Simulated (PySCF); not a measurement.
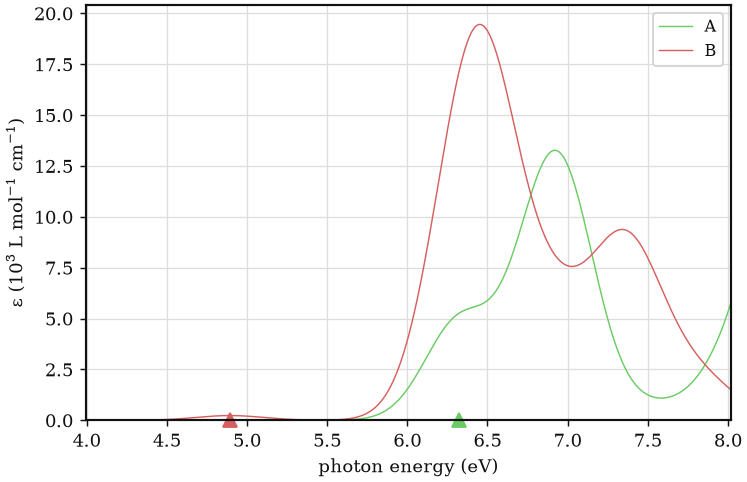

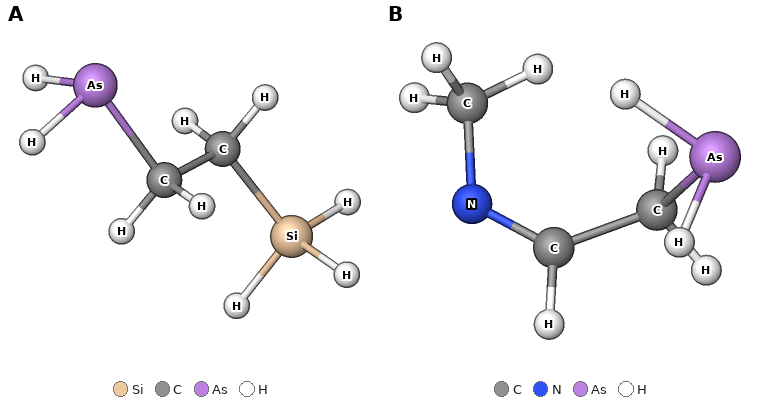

Related molecules: A is C₂H₉AsSi, SMILES [SiH3]CC[AsH2]; B is C₃H₈AsN, SMILES C/N=C\C[AsH2]. Vertical TDDFT absorption, ωB97X-D/def2-SVPD, PySCF, at a PBE0-D3(BJ)/def2-SVP geometry (no frequency check); Gaussians of 1/e half-width 0.30 eV, triangles mark S1, and the range ends where the computed states of one molecule run out.

How does the lowest singlet move?

A: 6.32 eV (f = 0.088, mainly HOMO → LUMO (83 %)); B: 4.89 eV (f = 0.004, mainly HOMO → LUMO (69 %)). From A to B it shifts 1.43 eV to the red, but one of these states is bright and the other nearly dark, so it isn't one band that moves.

And the brightest state of each within the range drawn?

A: S3 at 6.97 eV, f = 0.19; B: S3 at 6.49 eV, f = 0.26.

Caveats, for all or some of the runs: core orbitals are frozen in the response; one conformer of a flexible molecule.
